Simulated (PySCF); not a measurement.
Molecule (SMILES): [Si](F)(F)(F)F.
Geometry (B3LYP-D3(BJ)/def2-TZVP, fixed):
```
Si
F 1 1.5673
F 1 1.5673 2 109.47
F 1 1.5673 2 109.47 3 -120.00
F 1 1.5673 2 109.47 4 -120.00
```
Charge 0, spin multiplicity 1.

Basis-set convergence of the lowest singlet excitation energy at PBE0 with PySCF. Tamm-Dancoff approximation; the state is taken by its order, and sets in which it differs in degeneracy or brightness are left out, yet its character can still change. All functions are spherical. Density fitting with generated auxiliary sets. No added dispersion term, no relativity. Reference: the value in aug-pcseg-2, 10.826 eV, itself unsure by roughly 0.008 eV (its distance from aug-cc-pV(T+d)Z). Deviations are taken from unrounded values. Cost is core time over that of 6-31G**, rough, on shared machines of one kind; a dash marks a row that isn't timed (too short, read off another run, short of memory, by another algorithm or on other hardware).

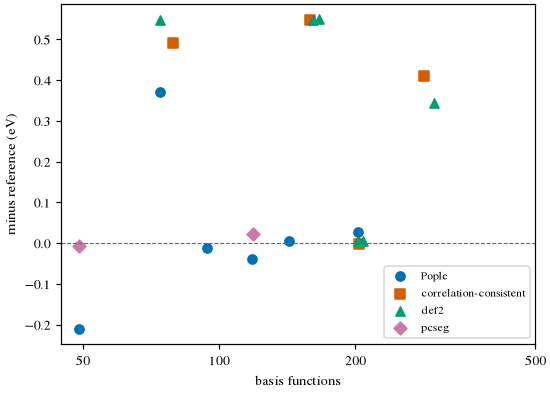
Deviation from the reference against the number of basis functions, by family of sets.

| basis | functions | lowest singlet excitation energy (eV) | minus reference (eV) | cost |
|---|---|---|---|---|
| 3-21G | 49 | 10.616 | -0.210 | - |
| pcseg-0 | 49 | 10.819 | -0.007 | - |
| 6-31G** | 74 | 11.196 | 0.370 | 1× |
| def2-SVP | 74 | 11.374 | 0.549 | 2× |
| cc-pV(D+d)Z | 79 | 11.316 | 0.490 | 1× |
| 6-31+G* | 94 | 10.813 | -0.013 | - |
| 6-311+G** | 118 | 10.787 | -0.039 | 2× |
| aug-pcseg-1 | 119 | 10.849 | 0.023 | 2× |
| 6-311++G(2d,2p) | 143 | 10.831 | 0.005 | 4× |
| cc-pV(T+d)Z | 159 | 11.373 | 0.547 | 5× |
| def2-TZVP | 161 | 11.374 | 0.548 | 8× |
| def2-TZVPP | 166 | 11.375 | 0.549 | 9× |
| 6-311++G(3df,3pd) | 203 | 10.852 | 0.026 | 8× |
| def2-TZVPD | 203 | 10.830 | 0.004 | 9× |
| jun-cc-pV(T+d)Z | 204 | 10.823 | -0.003 | 8× |
| def2-TZVPPD | 208 | 10.830 | 0.004 | 10× |
| cc-pV(Q+d)Z | 284 | 11.236 | 0.410 | 20× |
| def2-QZVPP | 298 | 11.169 | 0.343 | 20× |
